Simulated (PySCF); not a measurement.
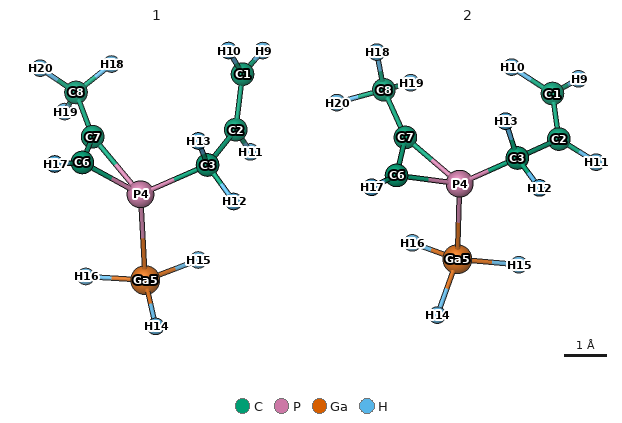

Two geometries of C6H12GaP, drawn at one scale. One is the start of a relaxation, the other its converged end. The picture is a ball-and-stick view, seen from a free direction.

Computed with PBE0-D3(BJ)/def2-SVP geometry optimisation, gas phase in PySCF. 

Which geometry has the lower energy?

Structure 1 is the relaxed one. The start comes from UFF. Its atoms were then displaced at random by about 0.03 Å. H10 moves most after the best rigid fit: 1.61 Å. Largest moves by element: H 1.61 Å, C 0.77 Å, Ga 0.50 Å, P 0.34 Å. Near-neighbour distances that change, for instance: C3–P4 1.663 → 1.863 Å, C6–C7 1.460 → 1.314 Å, C8–H20 1.228 → 1.099 Å, P4–Ga5 2.355 → 2.482 Å. Among the angles between lasting bonds that change: Ga5–P4–C6 113.0° → 130.7°, Ga5–P4–C7 112.5° → 124.6°, P4–Ga5–H15 106.2° → 94.7°. Groups turn about C7–C8 by about 55°, C2–C3 by about 40°, C3–P4 by about 30°. After 30 geometry steps the energy has fallen by 46.4 kcal/mol. Cost: 11 min on 1 thread of Arm Neoverse V2, with other jobs on the host.
